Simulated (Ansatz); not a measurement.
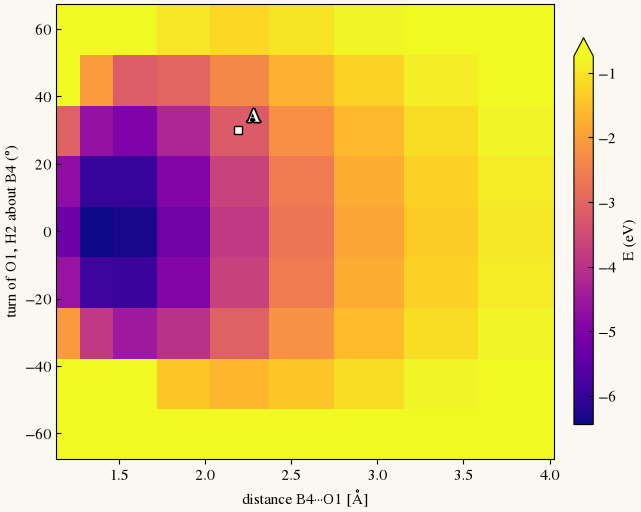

BF₃HO, charge −1. The turn is about an axis along (0.96, −0.30, −0.01) in the frame of the relaxed pair, normal to the line between the partners. Coordinates scanned: (1) distance B4···O1; (2) turn of O1, H2 about B4. The scan uses a 9 × 9 grid. Points are written as (first, second). Energies: eV, counted from the ion and the molecule far apart, frozen as in the relaxed pair, each in its own basis (no counterpoise correction). Energies and slopes of some neighbouring points disagree (a jump in structure or state, or too coarse a mesh). Level of theory: RHF/def2-SVPD in Ansatz.

In the figure: one coloured cell a grid point, one colour for all values above the top of the scale, the point A.

Q: Which way does the force act at A, and how strong is it?

A: A, at (2.190 Å, 30°), is not a stationary point. The computed force is 3 eV for each Å towards smaller values of distance B4···O1 and 0.043 eV for each degree towards smaller values of turn of O1, H2 about B4.
